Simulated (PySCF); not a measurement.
# Run report: CH₆F₂P₂Si, NMR shielding calculation

CH₆F₂P₂Si, SMILES FC(F)[SiH](P)P, computed with GIAO B3LYP/pcSseg-1 NMR shielding, non-relativistic, gas phase (PySCF 2.14.0).

The geometry comes from this level: PBE0-D3(BJ)/def2-SVP. Figures and captions count atoms from 1; the log counts them from 0 in places.

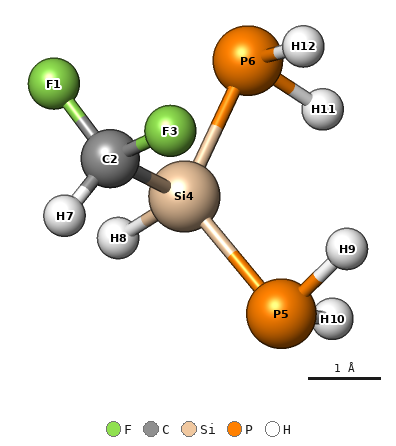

*The structure as given in the input (ball-and-stick view, seen at a tilt; atoms are numbered from 1 in the order of the input).*

Bond lengths as drawn: C–F 1.36 Å, C–H 1.11 Å, C–Si 1.93 Å, H–P 1.43 Å, H–Si 1.49 Å and P–Si 2.26 Å.

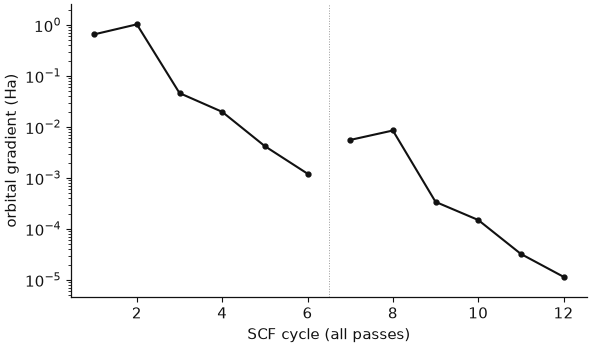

*Convergence of the self-consistent field: orbital gradient against the SCF cycle. The dotted line marks the change from a coarse to the final integration grid.*

The first 6 cycles use a coarse grid, the final grid takes over at cycle 7, and the field converges after 12 cycles in all.

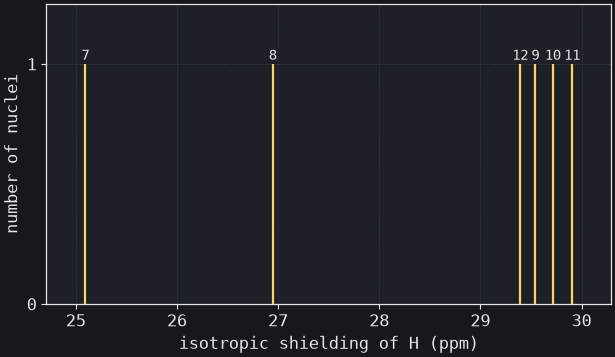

*Isotropic shieldings of the hydrogen nuclei in this fixed geometry, labelled by atom number; shielding grows to the right, so chemical shift grows to the left.*

The least shielded is H7 (25.1 ppm), the most shielded H11 (29.9 ppm).

The input that produced these results follows, with the program's output.

## The input
```
{"job": {"kind": "nmr", "xc": "B3LYP", "basis": "pcSseg-1", "pop": false}, "charge": 0, "multiplicity": 1}
F      2.468019    -0.337861     0.988472
C      1.659902     0.553112     0.361129
F      1.136098     1.384106     1.306344
Si     0.216498    -0.362723    -0.531596
P     -1.106418     1.267802    -1.380471
P     -0.622591    -1.800667     0.999081
H      2.285942     1.167271    -0.313130
H      0.797280    -1.131441    -1.673363
H     -1.740955     1.525261    -0.127303
H     -2.109333     0.345293    -1.811650
H     -1.883182    -1.905920     0.332161
H     -1.058117    -0.731117     1.842147
```

The first line tells a small driver script what to run in PySCF; the rest is the geometry in Å.

Run as:
```bash
OMP_NUM_THREADS=1 python <driver script> task.json out
```

## Log
```
coarse grid: 11856 points
cycle   1  E = -1213.4914575570  dE =  3.559e-01  |g| = 6.588e-01  |ddm| = 3.025e+00
cycle   2  E = -1213.3970987619  dE =  9.436e-02  |g| = 1.036e+00  |ddm| = 1.007e+00
cycle   3  E = -1213.5616434876  dE = -1.645e-01  |g| = 4.640e-02  |ddm| = 6.114e-01
cycle   4  E = -1213.5620622084  dE = -4.187e-04  |g| = 1.989e-02  |ddm| = 7.701e-02
cycle   5  E = -1213.5621722103  dE = -1.100e-04  |g| = 4.221e-03  |ddm| = 3.168e-02
cycle   6  E = -1213.5621757236  dE = -3.513e-06  |g| = 1.217e-03  |ddm| = 6.228e-03
final grid: 102432 points
cycle   7  E = -1213.6041054844  dE = -1.639e-05  |g| = 5.591e-03  |ddm| = 1.340e-02
cycle   8  E = -1213.6040990408  dE =  6.444e-06  |g| = 8.567e-03  |ddm| = 7.406e-03
cycle   9  E = -1213.6041106111  dE = -1.157e-05  |g| = 3.409e-04  |ddm| = 4.268e-03
cycle  10  E = -1213.6041106311  dE = -2.005e-08  |g| = 1.504e-04  |ddm| = 5.940e-04
cycle  11  E = -1213.6041106368  dE = -5.633e-09  |g| = 3.245e-05  |ddm| = 2.208e-04
cycle  12  E = -1213.6041106370  dE = -2.178e-10  |g| = 1.155e-05  |ddm| = 4.347e-05
converged SCF energy = -1213.6041106370

GIAO shielding tensors (ppm)
atom      isotropic    diamagn.    paramagn.     s11        s22        s33       span
  0 F      311.168     473.374    -162.206    187.838    308.178    437.489    249.650
  1 C       53.285     246.125    -192.840     31.303     58.915     69.637     38.334
  2 F      319.105     475.762    -156.656    192.337    308.052    456.926    264.589
  3 Si     348.175     880.844    -532.669    291.781    374.541    378.203     86.422
  4 P      531.220     967.230    -436.010    487.651    547.014    558.994     71.343
  5 P      541.685     966.854    -425.169    500.053    547.582    577.420     77.366
  6 H       25.094      28.313      -3.219     22.648     24.816     27.819      5.172
  7 H       26.947      29.210      -2.263     23.822     25.085     31.934      8.112
  8 H       29.543      30.614      -1.071     25.276     27.965     35.389     10.114
  9 H       29.716      30.046      -0.329     25.542     27.169     36.438     10.895
 10 H       29.907      30.127      -0.220     25.419     27.711     36.592     11.173
 11 H       29.394      30.374      -0.980     25.222     27.772     35.188      9.966
```

## Results in brief

| quantity | value |
| --- | --- |
| outcome | converged |
| total energy | −1213.604111 hartree |
| HOMO | −7.11 eV |
| LUMO | −0.61 eV |
| dipole moment | 1.96 D |
| isotropic shielding, F | 311.2 to 319.1 ppm |
| isotropic shielding, C | 53.3 ppm |
| isotropic shielding, Si | 348.2 ppm |
| isotropic shielding, P | 531.2 to 541.7 ppm |
| isotropic shielding, H | 25.1 to 29.9 ppm |
| hardware | 1 CPU thread, shared host |
| wall time | 25 s |
| peak memory | 0.86 GiB |
